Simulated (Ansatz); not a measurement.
# Effort and miss along a sweep of basis.ecutwfc: Tc3P (Fm-3m, 4 atoms in the cell)

```yaml
crystal:
  lattice:
    - [0.00000, 3.28046, 3.28046]
    - [3.28046, 0.00000, 3.28046]
    - [3.28046, 3.28046, 0.00000]
  atoms:
    - { symbol: P, position: [0.00000, 0.00000, 0.00000] }
    - { symbol: Tc, position: [0.50000, 0.50000, 0.50000] }
    - { symbol: Tc, position: [0.25000, 0.25000, 0.25000] }
    - { symbol: Tc, position: [0.75000, 0.75000, 0.75000] }
```

Level of theory: PBE, harder PAW files (source: ansatz) (plane waves; Ansatz, a first-principles code).

Base settings: basis.ecutwfc = 600 eV; kpoints.mp_grid.grid = 5 5 5; hamiltonian.xc = pbe; hamiltonian.pseudopotentials = {kind: paw, source: ansatz}; scf.occupations.method = fermi_dirac; scf.occupations.width = 0.05 eV.

Misses are taken against the tightest run, 1200 eV, which need not be fully converged itself. The energy is the free energy per atom.

The count of work is k-points × plane waves × bands × iterations; it is no time, and leaves out set-up, grids and terms that scale otherwise. 

Ansatz's pressure holds its estimate of the finite-basis (Pulay) stress, which hides part of the cutoff error; the uncorrected pressure shows it.

The starting cell was generated: these elements placed on a structure prototype, without a prior relaxation; it need not be a known phase or ordering of this composition. Spin polarisation is off. In the base run, with a pressure of about -36 GPa the cell is away from its equilibrium volume at this level. Ansatz's pressure includes its estimate of the finite-basis (Pulay) stress.

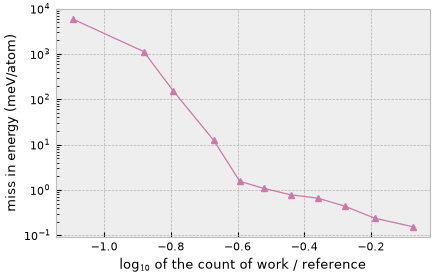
*Miss against the count of work; the reference run is not drawn, and misses under 0.1 meV/atom are drawn there.*

```
basis.ecutwfc  energy less reference (meV/atom)  pressure less reference (GPa)  uncorrected pressure less reference (GPa)  count of work / reference
-------------  --------------------------------  -----------------------------  -----------------------------------------  -------------------------
240 eV                                  5919.61                          -1.48                                    -235.91                      0.081
300 eV                                  1136.49                          -2.49                                     -63.63                       0.13
360 eV                                   152.50                           0.42                                     -12.15                       0.16
420 eV                                    12.38                          -0.02                                      -1.40                       0.21
480 eV                                     1.55                           0.00                                      -0.06                       0.26
540 eV                                     1.09                           0.00                                      -0.01                       0.30
600 eV                                     0.78                           0.00                                      -0.01                       0.36
690 eV                                     0.66                           0.00                                       0.00                       0.44
780 eV                                     0.44                           0.00                                      -0.01                       0.53
900 eV                                     0.24                           0.00                                       0.00                       0.65
1050 eV                                    0.15                           0.00                                       0.00                       0.84
1200 eV                                    0.00                           0.00                                       0.00                        1.0
```

Coarsest setting among those run that, with all tighter ones, holds the energy within 5 meV/atom of the reference: 480 eV, off by 1.6 meV/atom; it needs 0.26 of the reference's count of work.

Coarsest setting among those run that, with all tighter ones, holds the energy within 1 meV/atom of the reference: 600 eV, off by 0.78 meV/atom; it needs 0.36 of the reference's count of work.

The step from 300 eV to 600 eV: it takes the miss in the energy from 1100 to 0.78 meV/atom, for 2.8 times the count of work.

Keys are those of Ansatz 0.2.
